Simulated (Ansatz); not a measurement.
# Cl$_{3}$HOTi (Ti(OH)Cl3): what the fields show

```xyz
6

Ti   -0.0258   -0.0498   -0.3722
O     0.0935    0.1736    1.3371
H     0.1586    0.3045    2.2902
Cl    1.9826   -0.1443   -1.2286
Cl   -1.1188    1.6301   -1.2437
Cl   -1.0899   -1.9140   -0.7829
```

Geometry: r2SCAN-D4/def2-SVP; not at a stationary point (largest force 0.5 eV/Å).

Computed with RKS PBE0-D4/def2-TZVP in Ansatz 0.2.0.

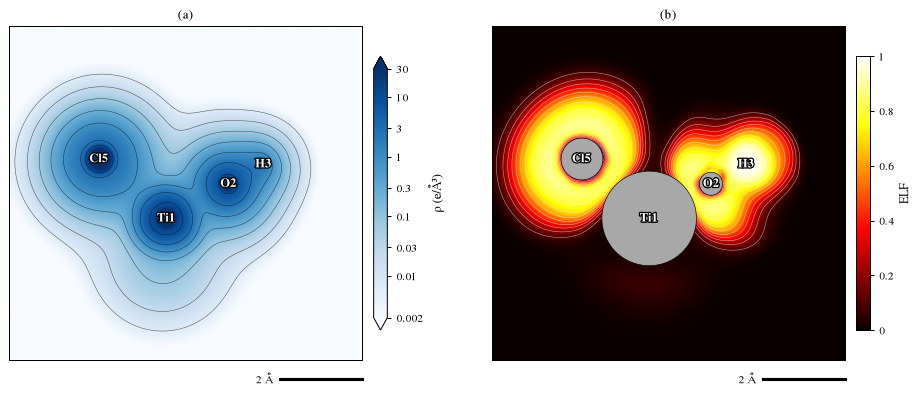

Figure 1. (a) electron density; (b) electron localisation function on the plane of atoms O2, Ti1 and Cl5. Grey discs cover the atomic cores in the ELF map.

### Interpret the plot.

The plane passes through Ti, O, H and Cl nuclei.
Ti–O (1.73 Å): the density is about 1.1 e/Å³ at the midpoint; the ELF peaks at about 0.80 in the valence shell of O, 0.5 Å from its nucleus, and drops to about 0.20 between the two atoms.
Ti–Cl (2.19 Å): ρ at the midpoint is about 0.73 e/Å³; the ELF peaks at about 0.85 in the valence shell of Cl, 0.8 Å from its nucleus, and is about 0.45 at the midpoint.
O–H (0.96 Å): ρ is about 3.8 e/Å³ halfway; the ELF climbs to about 1 towards the hydrogen, as it does in any bond to H: a covalent bond by its length.

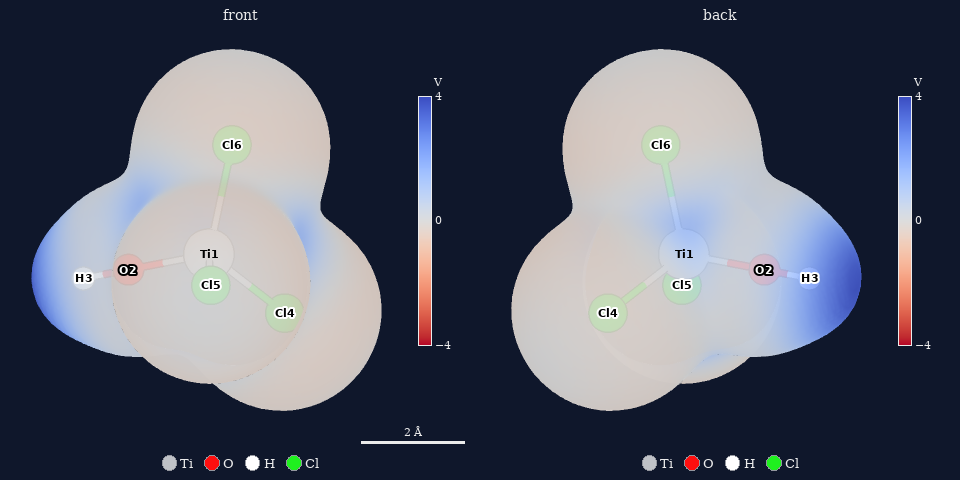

Figure 2. The electrostatic potential painted on the density surface at 0.002 e/bohr³, seen from the front and from behind; red is negative and blue positive.

### Describe the electrostatic potential map.

The most negative region (about −0.3 V) lies over Cl4, Cl5 and Cl6, the most positive (about +3.7 V) over H3.

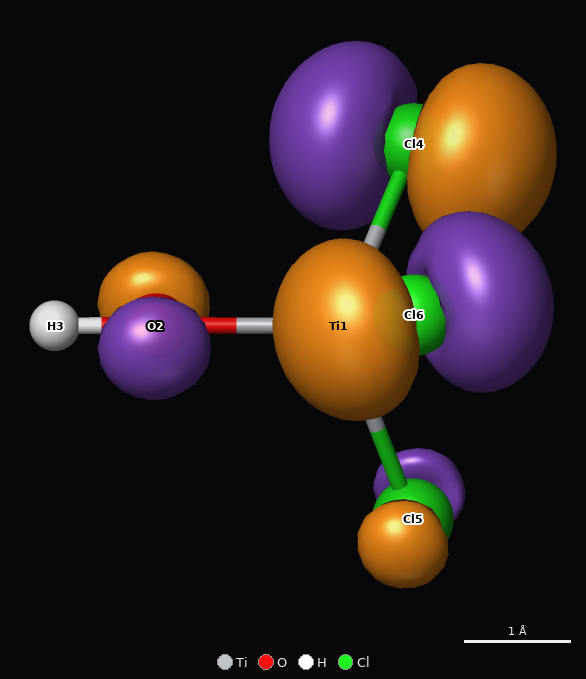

Figure 3. The HOMO−1 at ±0.15 Å⁻³ᐟ² (orange and purple are the two phases), seen from one side.

### What is the character of this orbital?

It lies mainly on Cl4 (about 40 %), Cl6 (about 40 %), O2 (about 10 %) and Cl5 (about 5 %); largely a combination of lone pairs on Cl4, Cl6, O2 and Cl5. It is one of a degenerate set, so its orientation is arbitrary. Its energy is −9.38 eV.
